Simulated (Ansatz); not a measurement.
C₂H₆FGeN

The calculation's input:

```
crystal:
  periodic: [false, false, false]
  atoms:
    - { symbol: "N", position_ang: [-1.198, 0.8952, 0.1307] }
    - { symbol: C, position_ang: [0.1265, 0.4889, -0.0305] }
    - { symbol: F, position_ang: [1.0892, 1.4404, 0.1444] }
    - { symbol: C, position_ang: [0.4253, -0.4719, -1.0994] }
    - { symbol: Ge, position_ang: [0.4857, -1.3036, 0.6948] }
    - { symbol: H, position_ang: [-1.3458, 1.3347, 1.0864] }
    - { symbol: H, position_ang: [-1.3584, 1.7458, -0.5311] }
    - { symbol: H, position_ang: [-0.5163, -0.7789, -1.6633] }
    - { symbol: H, position_ang: [1.3337, -0.377, -1.5705] }
    - { symbol: H, position_ang: [1.857, -1.2377, 1.4566] }
    - { symbol: H, position_ang: [-0.8335, -1.7929, 1.4026] }
basis:
  gaussian: { orbitals: def2-SVP }
hamiltonian:
  xc: pbe
relax:
  f_tol: 0.015
  max_steps: 40
output:
  orbitals: {}
```

Run with:

```sh
ansatz run input.yaml --threads 2 --pin off --max-ram 3072MiB --backend cpu --events-out ev --progress --plain --runs-dir out
```

The fields are those of the relaxed geometry.

Level of theory: Ansatz, RKS PBE/def2-SVP.

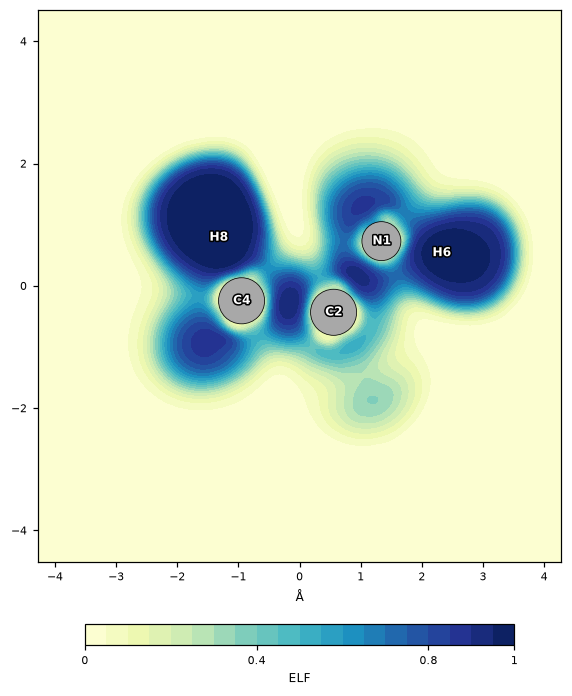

Figure 1. ELF on the plane of atoms C2, C4 and H8. Grey discs cover the atomic cores.

Question: Read the bonding off the picture.

Answer:
- Atoms in the plane: N, C and H.
- C–N (1.40 Å): the ELF peaks at about 0.95 between the atoms; localised, covalent bonding.
- C–C (1.52 Å): the ELF peaks at about 0.95 between the atoms (localised, covalent bonding).
- N–H (1.03 Å): the ELF climbs to about 1 towards the hydrogen, as it does in any bond to H; a covalent bond by its length.
- C–H (1.10 Å): the ELF climbs to about 1 towards the hydrogen; a covalent bond by its length.

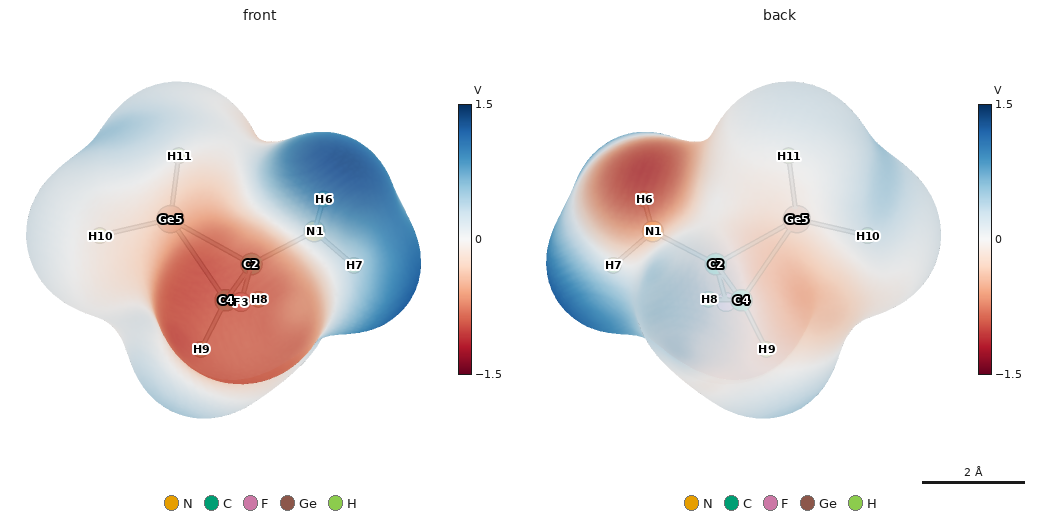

Figure 2. The molecular electrostatic potential painted on the density surface at 0.001 e/bohr³, seen from the front and from behind; the colour scale runs from red (negative) to blue (positive).

Question: Describe the electrostatic potential map.

Answer: The most negative region (about −1.0 V) lies over N1 and F3, the most positive (about +1.2 V) over H6 and H7.

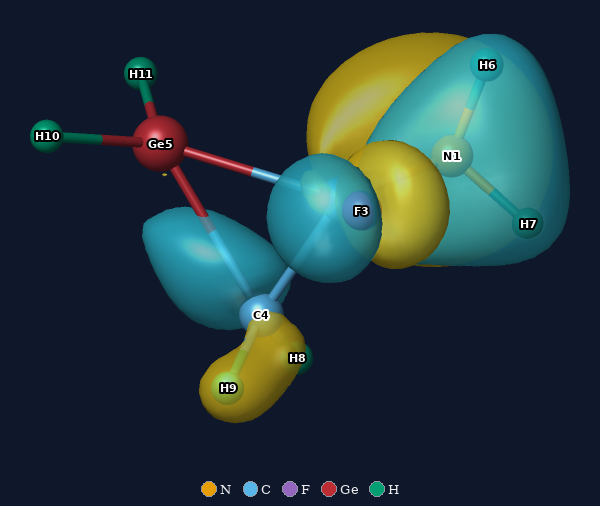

Figure 3. The HOMO−1 at ±0.1 Å⁻³ᐟ² (yellow and cyan are the two phases), seen at a tilt.

Question: Where does this orbital lie, and at what energy?

Answer: By Hirshfeld shares it lies mainly on N1 (about 65 %), F3 (about 10 %) and C2 (about 5 %). Its energy is −6.28 eV.
